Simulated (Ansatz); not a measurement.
```xyz
11

C    -1.0360   -0.0835    2.2459
F    -2.2074   -1.7586    4.2346
F    -2.0876   -2.6815    1.8282
Si   -2.3296   -1.3404    2.6859
Si   -0.5954   -0.0269    0.4010
H    -3.7130   -0.8753    2.4445
H    -0.1212   -0.2897    2.8172
H    -1.3925    0.9057    2.5634
H    -1.8335   -0.0307   -0.4246
H     0.1702    1.2109    0.0913
H     0.2275   -1.2053    0.0300
```

Geometry: B3LYP/6-31G*.

Theory: isolated molecule in a Gaussian basis; Kohn-Sham density functional theory, functional PBE0 in Ansatz 0.2.0.

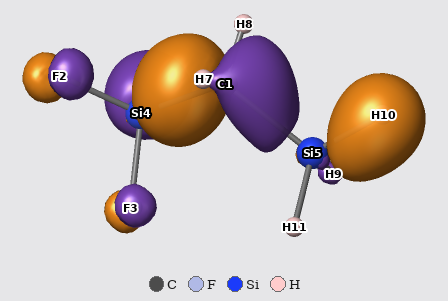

CH₆F₂Si₂. The HOMO at ±0.15 Å⁻³ᐟ² (orange and purple are the two phases), seen at an oblique angle.

### Where does this orbital lie, and at what energy?

Its weight (Hirshfeld) is mainly on C1 (about 30 %), Si4 (about 15 %), Si5 (about 15 %), H10 (about 15 %) and H6 (about 10 %). Its energy is −9.16 eV.
